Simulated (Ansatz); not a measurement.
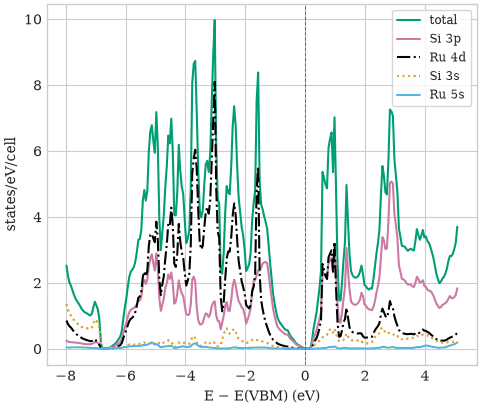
Total and projected density of states of Si₂Ru in space group P4_2/mnm (No. 136; Ru on 2a, Si on 4f), r²SCAN (plane waves, PAW; program Ansatz)

Which orbitals carry the states next to the gap?

Top 1 eV of the valence band: Si 3p 75 %, Ru 4d 14 %. Bottom 1 eV of the conduction band: Si 3p 45 %, Ru 4d 43 %, Si 3s 9 %. Projections are on Löwdin-orthogonalised atomic valence shells; empty p or d shells of many metals are not among them.

Where is the tallest occupied peak in this window, and what makes it?

Near -3.0 eV, about 10.0 states/eV per cell; the largest projected share is Ru 4d.

The start of the workflow was typed in or built on a structure type; neither database checked (COD, Materials Project) lists it. Whether it is the stable phase at ambient conditions was not checked. Symmetry was held in the r²SCAN relaxation; whether a distortion lowers the energy is not shown. The run is not spin-polarised. The volume moved by 20 % from the start of the relaxation. Spin–orbit coupling is left out wherever it is not named.

Potentials: the later of the program's two PAW sets.
